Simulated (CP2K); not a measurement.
# doublet [Si2H4OF2]+ at 4 levels

Wanted: a comparison of 4 runs (AM1, PM3, PM6, GFN1-xTB) of doublet [Si2H4OF2]+. 

Program for the calculation: CP2K 2026.2.

## (1) The structure to begin with

[Si2H4OF2]+ has 9 atoms, charge +1, and is taken as a doublet. SMILES of the parent species: `O[SiH](F)[SiH2]F`. The shape is that of a PBE0-D4/def2-TZVP optimisation. This is one conformer, not always the lowest. That shape belongs to the parent species and isn't relaxed for this state.

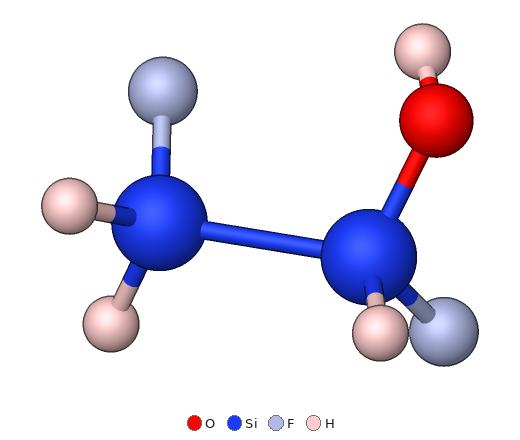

The structure, seen from a chosen angle (oxygen red, silicon blue, fluorine light blue, hydrogen pink).

## (2) A single-point energy at AM1 (run 1)

File job.inp:

```
&FORCE_EVAL
  METHOD QUICKSTEP
  &DFT
    CHARGE 1
    MULTIPLICITY 2
    LSD T
    &QS
      METHOD AM1
      EPS_DEFAULT 1.0E-10
      &SE
        &COULOMB
          CUTOFF [angstrom] 50
          RC_RANGE [angstrom] 0
        &END COULOMB
        &EXCHANGE
          CUTOFF [angstrom] 50
          RC_RANGE [angstrom] 0
        &END EXCHANGE
      &END SE
    &END QS
    &POISSON
      PERIODIC NONE
      POISSON_SOLVER ANALYTIC
    &END POISSON
    &SCF
      SCF_GUESS ATOMIC
      EPS_SCF 1.0E-06
      MAX_SCF 50
      &OT
        MINIMIZER DIIS
        PRECONDITIONER FULL_ALL
      &END OT
      &OUTER_SCF
        EPS_SCF 1.0E-06
        MAX_SCF 10
      &END OUTER_SCF
    &END SCF
    &PRINT
      &MOMENTS
        PERIODIC F
        REFERENCE COM
        MAX_MOMENT 1
      &END MOMENTS
      &MO_CUBES
        NLUMO 5
        NHOMO -1
        WRITE_CUBE F
      &END MO_CUBES
      &HIRSHFELD OFF
      &END HIRSHFELD
    &END PRINT
  &END DFT
  &SUBSYS
    &CELL
      ABC 14.4 14.3 14.1
      PERIODIC NONE
    &END CELL
    &COORD
      O      0.844300     1.766700    -0.485000
      Si     0.969400     0.137800    -0.453100
      F      0.986700    -0.459700    -1.938500
      Si    -0.894000    -0.772400     0.668300
      F     -2.133900     0.202600     0.333800
      H     -0.014200     2.154900    -0.665100
      H      2.284600    -0.163900     0.153800
      H     -1.253000    -2.143900     0.226600
      H     -0.701500    -0.768300     2.142300
    &END COORD
    &TOPOLOGY
      &CENTER_COORDINATES
      &END CENTER_COORDINATES
    &END TOPOLOGY
  &END SUBSYS
&END FORCE_EVAL

&GLOBAL
  PROJECT_NAME job
  RUN_TYPE ENERGY
  PRINT_LEVEL MEDIUM
&END GLOBAL
```

Launch:

```
OMP_NUM_THREADS=1 cp2k.psmp -i job.inp > job.out 2>&1
```

Log:

```text
CP2K| version string:                                       CP2K version 2026.2
[...]
 GLOBAL| Method name                                                        CP2K
[...]
 GLOBAL| Run type                                                         ENERGY
[...]
                             - Atoms:                                          9
[...]
                             - Spherical basis functions:                     24
[...]
 Number of electrons:                                                         16
[...]
     1 OT DIIS     0.15E+00    0.0     0.15521644       -50.9614961006 -5.10E+01
[...]
     8 OT DIIS     0.15E+00    0.0     0.00000058       -55.3764475444 -1.51E-09
  *** SCF run converged in     8 steps ***
  Core-core repulsion energy [eV]:                           2167.75248018708317
  Core Hamiltonian energy [eV]:                             -2505.79779307775743
  Two-electron integral energy [eV]:                        -2337.64891570501823
  Electronic energy [eV]:                                   -3674.62225093026655
  Total energy [eV]:                                        -1506.86977074318338
  Atomic reference energy [eV]:                              1506.92879150063641
  Heat of formation [kcal/mol]:                                 1.36105110815574
[...]
 SE_DIPOLE| Moment [Debye]         -0.62105740       1.34369196      -2.07634958
 SE_DIPOLE| Derivative [a.u.]       0.00000000       0.00000000       0.00000000
 *** WARNING in qs_scf_post_se.F:140 :: Printing of MO cube files not ***
 *** implemented for Semi-Empirical method.                           ***
 ENERGY| Total FORCE_EVAL ( QS ) energy [hartree]            -55.376447544402232
[...]
```

Wall time 1.4 s (1 thread of Arm Neoverse V2, shared host).

## (3) A single-point energy at PM3 (run 2)

File gas.inp:

```
&GLOBAL
    PROJECT gas
    RUN_TYPE ENERGY
    PRINT_LEVEL MEDIUM
&END GLOBAL

&FORCE_EVAL
    METHOD Quickstep
    &DFT
        CHARGE 1
        MULTIPLICITY 2
        LSD T
        &QS
            METHOD PM3
            EPS_DEFAULT 1.0E-10
            &SE
                &COULOMB
                    CUTOFF [angstrom] 50
                    RC_RANGE [angstrom] 0
                &END COULOMB
                &EXCHANGE
                    CUTOFF [angstrom] 50
                    RC_RANGE [angstrom] 0
                &END EXCHANGE
            &END SE
        &END QS
        &POISSON
            PERIODIC NONE
            POISSON_SOLVER ANALYTIC
        &END POISSON
        &SCF
            SCF_GUESS ATOMIC
            EPS_SCF 1.0E-06
            MAX_SCF 30
            &OT
                MINIMIZER DIIS
                PRECONDITIONER FULL_ALL
            &END OT
            &OUTER_SCF
                EPS_SCF 1.0E-06
                MAX_SCF 10
            &END OUTER_SCF
        &END SCF
        &PRINT
            &MOMENTS
                PERIODIC F
                REFERENCE COM
                MAX_MOMENT 1
            &END MOMENTS
            &MO_CUBES
                NLUMO 3
                NHOMO -1
                WRITE_CUBE F
            &END MO_CUBES
            &HIRSHFELD OFF
            &END HIRSHFELD
        &END PRINT
    &END DFT
    &SUBSYS
        &CELL
            ABC 12.4 12.3 12.1
            PERIODIC NONE
        &END CELL
        &COORD
            O      0.844300     1.766700    -0.485000
            Si     0.969400     0.137800    -0.453100
            F      0.986700    -0.459700    -1.938500
            Si    -0.894000    -0.772400     0.668300
            F     -2.133900     0.202600     0.333800
            H     -0.014200     2.154900    -0.665100
            H      2.284600    -0.163900     0.153800
            H     -1.253000    -2.143900     0.226600
            H     -0.701500    -0.768300     2.142300
        &END COORD
        &TOPOLOGY
            &CENTER_COORDINATES
            &END CENTER_COORDINATES
        &END TOPOLOGY
    &END SUBSYS
&END FORCE_EVAL
```

Launch:

```
OMP_NUM_THREADS=1 cp2k.psmp -i gas.inp -o gas.out
```

Log:

```text
CP2K| version string:                                       CP2K version 2026.2
[...]
 GLOBAL| Method name                                                        CP2K
[...]
 GLOBAL| Run type                                                         ENERGY
[...]
                             - Atoms:                                          9
[...]
                             - Spherical basis functions:                     24
[...]
 Number of electrons:                                                         16
[...]
     1 OT DIIS     0.15E+00    0.0     0.14811598       -46.5402402229 -4.65E+01
[...]
    13 OT DIIS     0.15E+00    0.0     0.00000081       -50.5783863075 -3.94E-10
  *** SCF run converged in    13 steps ***
  Core-core repulsion energy [eV]:                           1933.10992909822789
  Core Hamiltonian energy [eV]:                             -2316.31798044263314
  Two-electron integral energy [eV]:                        -1986.19966662784805
  Electronic energy [eV]:                                   -3309.41781375655728
  Total energy [eV]:                                        -1376.30788465832939
  Atomic reference energy [eV]:                              1374.90517000063574
  Heat of formation [kcal/mol]:                               -32.34737102112553
[...]
 SE_DIPOLE| Moment [Debye]         -0.49075920       1.12833934      -1.91841245
 SE_DIPOLE| Derivative [a.u.]       0.00000000       0.00000000       0.00000000
 *** WARNING in qs_scf_post_se.F:140 :: Printing of MO cube files not ***
 *** implemented for Semi-Empirical method.                           ***
 ENERGY| Total FORCE_EVAL ( QS ) energy [hartree]            -50.578386307491030
[...]
```

Wall time 0.72 s (1 thread of Arm Neoverse V2, shared host).

Run 3 isn't shown in full; the table further down has it.

## (4) The energy at GFN1-xTB (run 4)

File molecule.pdb:

```
HETATM    1 O    MOL A   1       0.844   1.767  -0.485  1.00  0.00           O
HETATM    2 Si   MOL A   1       0.969   0.138  -0.453  1.00  0.00          SI
HETATM    3 F    MOL A   1       0.987  -0.460  -1.938  1.00  0.00           F
HETATM    4 Si   MOL A   1      -0.894  -0.772   0.668  1.00  0.00          SI
HETATM    5 F    MOL A   1      -2.134   0.203   0.334  1.00  0.00           F
HETATM    6 H    MOL A   1      -0.014   2.155  -0.665  1.00  0.00           H
HETATM    7 H    MOL A   1       2.285  -0.164   0.154  1.00  0.00           H
HETATM    8 H    MOL A   1      -1.253  -2.144   0.227  1.00  0.00           H
HETATM    9 H    MOL A   1      -0.702  -0.768   2.142  1.00  0.00           H
END
```

File molecule.inp:

```
&GLOBAL
  PROJECT molecule
  RUN_TYPE ENERGY
  PRINT_LEVEL MEDIUM
&END

&FORCE_EVAL
  METHOD Quickstep
  &DFT
    CHARGE 1
    MULTIPLICITY 2
    UKS T
    &QS
      METHOD XTB
      EPS_DEFAULT 1.0E-10
      &XTB
        GFN_TYPE TBLITE
        &TBLITE
          METHOD GFN1
        &END
        CHECK_ATOMIC_CHARGES F
      &END
    &END
    ! no periodic images
    &POISSON
      PERIODIC NONE
      POISSON_SOLVER ANALYTIC
    &END
    &SCF
      SCF_GUESS ATOMIC
      EPS_SCF 1.0E-07
      MAX_SCF 150
      ADDED_MOS 8
      &DIAGONALIZATION
        ALGORITHM STANDARD
      &END
      &MIXING
        METHOD DIRECT_P_MIXING
        ALPHA 0.4
      &END
      &SMEAR ON
        METHOD FERMI_DIRAC
        ELECTRONIC_TEMPERATURE [K] 300
        FIXED_MAGNETIC_MOMENT 1.0
      &END
    &END
    ! extra output
    &PRINT
      &MOMENTS
        PERIODIC F
        REFERENCE COM
        MAX_MOMENT 1
      &END
      &MO ON
        ENERGIES T
        OCCUPATION_NUMBERS T
        NDIGITS 6
        &EACH
          QS_SCF 0
        &END
        ADD_LAST NUMERIC
      &END
      &HIRSHFELD OFF
      &END
    &END
  &END
  &SUBSYS
    ! vacuum box
    &CELL
      ABC 16.4 16.3 16.1
      PERIODIC NONE
    &END
    &TOPOLOGY
      COORD_FILE_NAME molecule.pdb
      COORD_FILE_FORMAT PDB
      CONN_FILE_FORMAT OFF
      &CENTER_COORDINATES
      &END
    &END
  &END
&END
```

Launch:

```
OMP_NUM_THREADS=1 cp2k.psmp -i molecule.inp -o molecule.out
```

Log:

```text
CP2K| version string:                                       CP2K version 2026.2
[...]
 GLOBAL| Method name                                                        CP2K
[...]
 GLOBAL| Run type                                                         ENERGY
[...]
                             - Atoms:                                          9
[...]
                             - Spherical basis functions:                     38
[...]
 Number of electrons:                                                         16
[...]
  *** SCF run converged in    24 steps ***
[...]
  Fermi energy:                                                -0.54766273840570
[...]
 TB_DIPOLE| Moment [Debye]          0.64016654      -1.75404226       3.22802584
 TB_DIPOLE| Derivative [a.u.]       0.00000000       0.00000000       0.00000000
[...]
 ENERGY| Total FORCE_EVAL ( QS ) energy [hartree]            -20.591343931269666
[...]
```

Run time: 0.26 s. Hardware: 1 thread of Arm Neoverse V2, shared host.

## (5) Overview of the runs

```tsv
run	level	iteration cap	cell	energy (Eh)	heat of formation (kcal/mol)	wall time
1	AM1	50	(14.4, 14.3, 14.1)	-55.376448	1.4	1.4 s
2	PM3	30	(12.4, 12.3, 12.1)	-50.578386	-32.3	0.72 s
3	PM6	150	(14.4, 14.3, 14.1)	-52.544804	-43.2	0.24 s
4	GFN1-xTB	150	(16.4, 16.3, 16.1)	-20.591344	–	0.26 s
```

## (6) What came out

| quantity | value |
| --- | --- |
| run 4: total energy | -20.59134 Eh |
| run 4: HOMO energy (highest over α and β) | -16.43 eV |
| run 4: LUMO energy (lowest over α and β) | -16.13 eV |
| run 4: dispersion energy | -7.11 kJ/mol |

In words: Force-field and semi-empirical energies have zeros of their own, so their totals don't compare. All runs together took 2.7 s, the longest 1.4 s.
